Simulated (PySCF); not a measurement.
C₂H₉BrOSi₃

Input file:

```
{"job": {"kind": "uv", "xc": "CAM-B3LYP", "basis": "def2-SVPD", "nstates": 8, "ntriplets": 3}, "charge": 0, "multiplicity": 1}
Si     2.733709    -0.189347    -0.284782
O      1.556765     0.543473     0.560767
Si     0.049703     0.658099     1.138882
C     -0.866028    -1.024982     1.173813
Si    -1.867465    -0.615819    -0.409734
C     -1.164712     1.176475    -0.259099
Br    -2.529839     2.426946     0.409944
H      3.332922    -1.173962     0.613496
H      3.638047     0.898087    -0.641474
H      2.135444    -0.832743    -1.455202
H      0.165242     1.509188     2.311484
H     -1.494765    -1.159275     2.050189
H     -0.226187    -1.900938     1.110192
H     -1.387818    -1.273963    -1.626538
H     -3.320895    -0.687344    -0.287738
H     -0.761723     1.655049    -1.148129
```

Command:

```sh
OMP_NUM_THREADS=1 python probes_run.py task.json out
```

Geometry: GFN2-xTB.

These are results of CAM-B3LYP/def2-SVPD, SCF density, gas phase in PySCF 2.14.0, not measurements.

> Predict the electron density and electron localisation function between the atoms.

C–Br (1.97 Å): ρ at the midpoint is about 0.97 e/Å³; the ELF peaks at about 0.85 between the atoms, as expected for a shared electron pair.
C–H (1.09 Å): the density is about 1.9 e/Å³ at the midpoint; the ELF climbs to about 1 towards the hydrogen, as it does in any bond to H; an ordinary covalent bond to hydrogen.

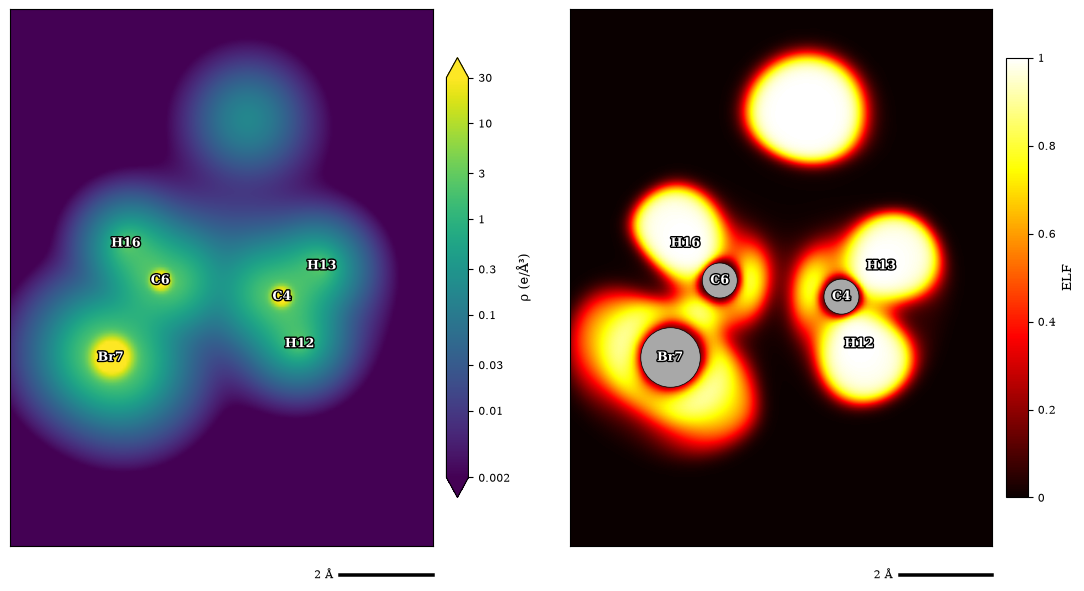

Computed electron density and electron localisation function on the plane of atoms H12, C4 and H13, in this order. Grey discs cover the atomic cores in the ELF map. 
